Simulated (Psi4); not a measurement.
# UHF/3-21G (DKH2, stability analysis follow) run of InHCl (SMILES [Cl][InH])

What is the vertical doublet–quartet gap of InHCl at UHF/3-21G (DKH2, stability analysis follow)? 

The calculation is run with Psi4 1.11.

7 further runs of the same task are left out: 2 that didn't finish, 5 set aside as unsound or not needed.

## 1. The structure to begin with

InHCl has 3 atoms, charge 0, and is taken as a doublet. As SMILES, `[Cl][InH]`. Geometry: relaxed at PBE0-D4/def2-TZVP.

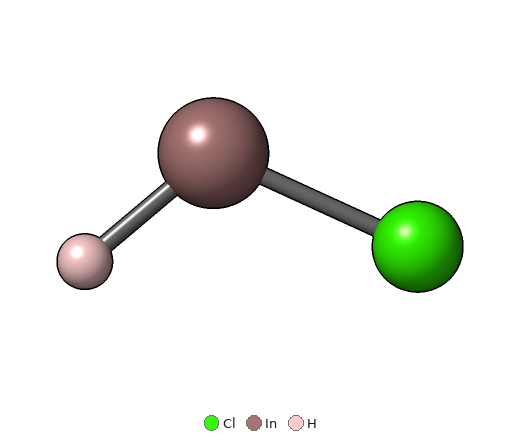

Viewed from a chosen angle; chlorine green, indium brown, hydrogen pink.

## 2. A stability test at UHF/3-21G (DKH2, stability analysis follow)

run.py

```python
import psi4

psi4.set_memory('1600 MB')
psi4.set_num_threads(1)
psi4.core.set_output_file('psi4.out', False)

m = psi4.geometry("""
0 2
Cl    -1.649800     0.396800    -0.867400
In     0.409500     0.542400     0.286100
H      1.229400    -1.003900     0.568100
units angstrom
no_reorient
no_com
""")

psi4.set_options(dict(basis='3-21G', reference='uhf', scf_type='pk', stability_analysis='follow', relativistic='dkh', dkh_order=2))

result, w = psi4.energy('hf', return_wfn=True)
print(f'total energy {result:.8f} hartree = {result * 27.211386:.5f} eV')
```

The run is started by

```bash
$ python run.py
```

psi4.out:

```text
[...]
  Running in c1 symmetry.
[...]
  Nuclear repulsion =  203.589380782615649
[...]
  Multiplicity = 2
[...]
  Nalpha       = 34
  Nbeta        = 33
[...]
    Number of basis functions: 48
[...]
   @UHF iter   1: -6267.24583077176703   -4.56820e+00   1.47833e-02 ADIIS/DIIS
[...]
   @UHF iter  10: -6267.56253239677335   -1.28211e-08   5.07153e-07 DIIS
[...]
   @S^2 Observed:                7.664160559E-01
[...]
    Orbital Energies [Eh]
    ---------------------
    Alpha Occupied:
       1A   -1012.629783     2A   -155.864734     3A   -141.370125
       4A   -141.369984     5A   -141.369396     6A   -104.445261
       7A    -31.083423     8A    -25.813412     9A    -25.811793
      10A    -25.809777    11A    -17.598746    12A    -17.598318
      13A    -17.596952    14A    -17.595493    15A    -17.595289
      16A    -10.528946    17A     -7.933755    18A     -7.929600
      19A     -7.929519    20A     -5.296661    21A     -3.593343
      22A     -3.591054    23A     -3.588330    24A     -1.131671
      25A     -1.117580    26A     -1.116833    27A     -1.113992
      28A     -1.112579    29A     -1.032316    30A     -0.564842
      31A     -0.467041    32A     -0.433583    33A     -0.432509
      34A     -0.319077
[...]
  @UHF Final Energy: -6267.56253239677335
   => Energetics <=
    Nuclear Repulsion Energy =            203.5893807826156490
    One-Electron Energy =               -9037.2285220587946242
    Two-Electron Energy =                2566.0766088794057396
    Total Energy =                      -6267.5625323967724398
  UHF NO Occupations:
  HONO-2 :   32  A 1.9995536
  HONO-1 :   33  A 1.9925059
[...]
 Multipole Moments:
 ------------------------------------------------------------------------------------
     Multipole            Electronic (a.u.)      Nuclear  (a.u.)        Total (a.u.)
 ------------------------------------------------------------------------------------
 L = 1.  Multiply by 2.5417464519 to convert [e a0] to [Debye]
 Dipole X            :         14.1774281          -12.7588639            1.4185643
 Dipole Y            :        -60.7396774           61.0746256            0.3349482
 Dipole Z            :          1.1206128           -0.3000885            0.8205243
 Magnitude           :                                                    1.6726551
[...]
```

On the terminal:

```text
total energy -6267.56253240 hartree = -170549.06335 eV
```

Wall time 1.5 s (1 thread of Intel Xeon 6975P-C (Granite Rapids), shared host); peak memory 0.2 GiB.

## 3. The quartet at the same level

job.dat

```
memory 1600 mb

molecule {
  0 4
  Cl
  In 1 2.364842
  H 2 1.772795 1 115.25343
  no_reorient
  no_com
}

set {
  basis 3-21G
  reference uhf
  scf_type pk
  stability_analysis follow
  relativistic dkh
  dkh_order 2
}

energy("hf")
```

The run is started by

```bash
$ psi4 -n 1 job.dat job.out
```

job.out:

```text
[...]
  Running in cs symmetry.
[...]
  Nuclear repulsion =  203.589391709506515
[...]
  Multiplicity = 4
[...]
  Nalpha       = 35
  Nbeta        = 32
[...]
    Number of basis functions: 48
[...]
   @UHF iter   1: -6266.87670087526931   -4.19907e+00   2.19487e-02 ADIIS/DIIS
[...]
   @UHF iter  10: -6267.38557736389157   -1.72467e-08   3.03068e-07 DIIS
[...]
   @S^2 Observed:                3.754770821E+00
[...]
    Orbital Energies [Eh]
    ---------------------
    Alpha Occupied:
       1Ap  -1012.573011     2Ap  -155.808765     1App -141.314252
       3Ap  -141.314046     4Ap  -141.313479     5Ap  -104.630076
       6Ap   -31.029296     7Ap   -25.758957     2App  -25.758203
       8Ap   -25.756181     9Ap   -17.544135     3App  -17.543540
      10Ap   -17.542647     4App  -17.540928    11Ap   -17.540797
      12Ap   -10.715876     5App   -8.137182    13Ap    -8.114192
      14Ap    -8.111162    15Ap    -5.247025    16Ap    -3.545986
       6App   -3.539918    17Ap    -3.539125    18Ap    -1.254829
      19Ap    -1.072532     7App   -1.069038    20Ap    -1.069018
      21Ap    -1.062046     8App   -1.059936     9App   -0.663188
      22Ap    -0.653400    23Ap    -0.600250    24Ap    -0.486005
      25Ap    -0.315011    10App   -0.205170
[...]
  @UHF Final Energy: -6267.38557736389157
   => Energetics <=
    Nuclear Repulsion Energy =            203.5893917095065149
    One-Electron Energy =               -9036.7827355725494272
    Two-Electron Energy =                2565.8077664991510574
    Total Energy =                      -6267.3855773638915707
  UHF NO Occupations:
  HONO-2 :   25 Ap 1.0000000
  HONO-1 :    9App 1.0000000
[...]
 Multipole Moments:
 ------------------------------------------------------------------------------------
     Multipole            Electronic (a.u.)      Nuclear  (a.u.)        Total (a.u.)
 ------------------------------------------------------------------------------------
 L = 1.  Multiply by 2.5417464519 to convert [e a0] to [Debye]
 Dipole X            :         -1.9278473            1.6739296           -0.2539177
 Dipole Y            :         -4.4626803            5.7874470            1.3247668
 Dipole Z            :          0.0000000            0.0000000            0.0000000
 Magnitude           :                                                    1.3488814
[...]
```

Run time: 1.7 s. Hardware: 1 thread of Intel Xeon 6975P-C (Granite Rapids), shared host; peak memory 0.2 GiB.

## 4. Outcome

Level: UHF/3-21G (DKH2, stability analysis follow).

```
                                        quantity           value
                           doublet: total energy  -6267.56253 Eh
                          doublet: dipole moment          4.25 D
     doublet: HOMO energy (highest over α and β)        -8.68 eV
      doublet: LUMO energy (lowest over α and β)        -0.21 eV
                                   doublet: ⟨S²⟩           0.766
                           quartet: total energy  -6267.38558 Eh
                          quartet: dipole moment          3.43 D
     quartet: HOMO energy (highest over α and β)        -5.58 eV
      quartet: LUMO energy (lowest over α and β)        -3.51 eV
                                   quartet: ⟨S²⟩           3.755
vertical energy of the quartet above the doublet        4.815 eV
```

What this shows: At this shape the quartet lies 4.82 eV (111 kcal/mol) above the doublet. The basis (doublet) was contracted for non-relativistic atoms, which limits what the relativistic Hamiltonian can do in the core. The SCF solution (quartet) is unstable: a lower one exists. The basis (quartet) was contracted for non-relativistic atoms, which limits what the relativistic Hamiltonian can do in the core.
